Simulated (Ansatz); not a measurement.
```
CELL_PARAMETERS angstrom
3.63317 0.00000 0.00000
-1.81658 3.14642 0.00000
0.00000 0.00000 20.53113
ATOMIC_POSITIONS crystal
Lu 0.00000 0.00000 0.50000
Lu 0.33333 0.66667 0.16667
Lu 0.66667 0.33333 0.83333
V 0.00000 0.00000 0.00000
V 0.66667 0.33333 0.33333
V 0.33333 0.66667 0.66667
Ga 0.00000 0.00000 0.26414
Ga 0.66667 0.33333 0.59747
Ga 0.33333 0.66667 0.93080
Ga 0.00000 0.00000 0.73586
Ga 0.66667 0.33333 0.06920
Ga 0.33333 0.66667 0.40253
```

Space group R-3m; built by placing these elements on a known structure type; computed without spin polarisation.

Theory: DFT, PAW plane waves, PBE in Ansatz.

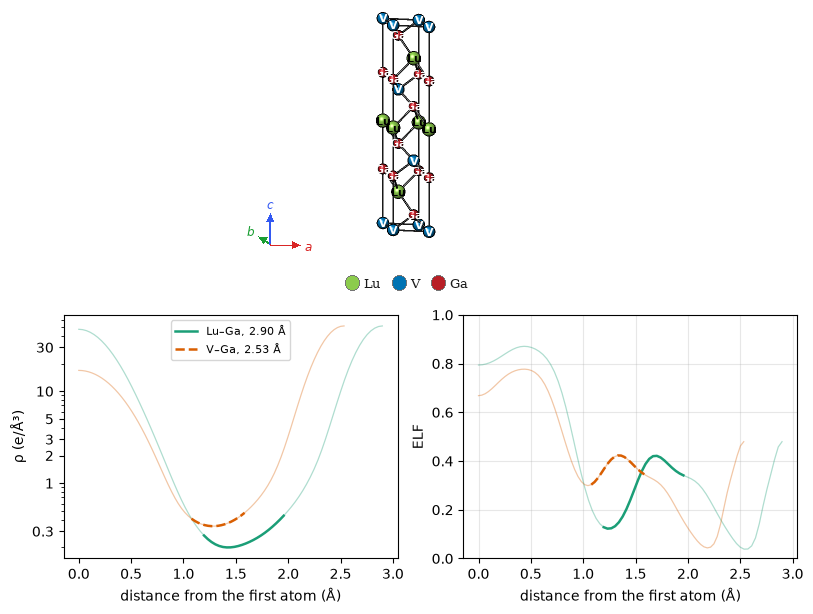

LuVGa2. Valence charge density (pseudo) and electron localisation function along straight lines between neighbouring atoms. Thin, pale parts lie inside the atomic spheres. The structure is drawn too.

The density is the valence pseudo-density of a PAW calculation; it isn't the true density close to the nuclei.

Question: Compare the contacts.

Answer: Lu–Ga (2.90 Å): ρ at the midpoint is about 0.2 e/Å³; the ELF is about 0.25 at the midpoint: no shared electron pair shows on this line.
V–Ga (2.53 Å): the density is about 0.34 e/Å³ at the midpoint; the ELF is about 0.40 at the midpoint.
